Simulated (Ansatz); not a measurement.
# Ga4As3N: what the fields show

```
CELL_PARAMETERS angstrom
3.81023 0.00000 0.00000
0.00000 7.68300 0.00000
0.00000 0.00000 5.30504
ATOMIC_POSITIONS crystal
N 0.00000 0.00000 0.00662
Ga 0.50000 0.00000 0.81633
As 0.50000 0.76977 0.50156
Ga 0.00000 0.78932 0.22307
As 0.00000 0.50000 0.00212
Ga 0.50000 0.50000 0.72568
As 0.50000 0.23023 0.50156
Ga 0.00000 0.21068 0.22307
```

Space group Pmm2; started from the ordered alloy on zincblende lattice prototype, which need not be the ambient phase.

Theory: Ansatz, DFT, HSE06, plane waves, PAW.

The density is the valence pseudo-density of a PAW calculation; it isn't the true density close to the nuclei.

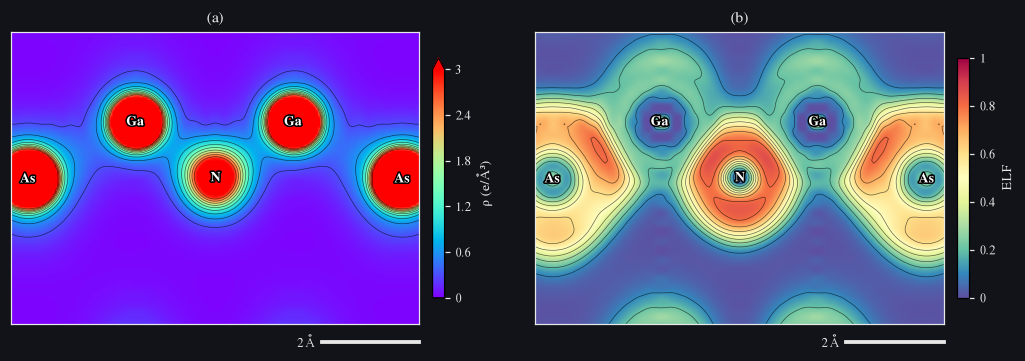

Figure 1. (a) valence charge density (pseudo); (b) electron localisation function on the (100) plane of the conventional cell.

Question: Interpret the plot.

Answer:
- Atoms in the plane: N, Ga and As.
- Ga–N (1.98 Å): ρ is about 0.7 e/Å³ halfway; the ELF peaks at about 0.85 in the valence shell of N, 0.7 Å from its nucleus, and is about 0.50 at the midpoint.
- Ga–As (2.51 Å): the density is about 0.46 e/Å³ at the midpoint; the ELF peaks at about 0.80 between the atoms (a covalent bond).
- Between the atoms the lowest density in this plane is 0.02 e/Å³.

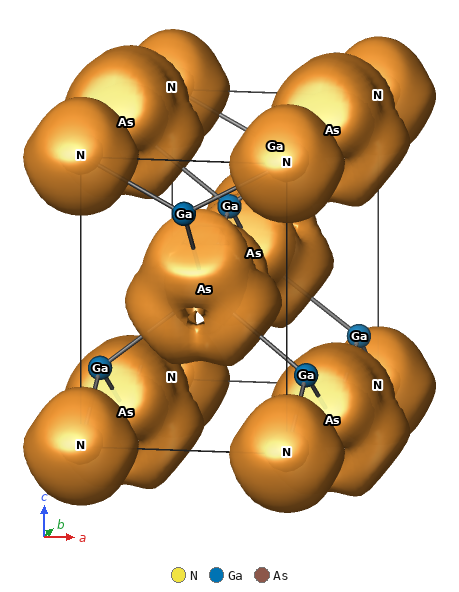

Figure 2. Isosurface of the ELF at 0.6 (orange), seen slightly off an axis. Core shells and regions of very low density are left out. Sticks mark near contacts.

Question: Identify the bonds, lone pairs and shells in this picture.

Answer: The surface consists of three regions on As in which the atom's valence shell and bonds are merged and one region wrapped around N (its valence shell), counted in one cell of 8 atoms. Any copies at cell faces, edges or corners count once. Along the contacts the grid gives the following. Ga–As (2.39 Å): the ELF peaks at about 0.80 between the atoms (a shared electron pair).
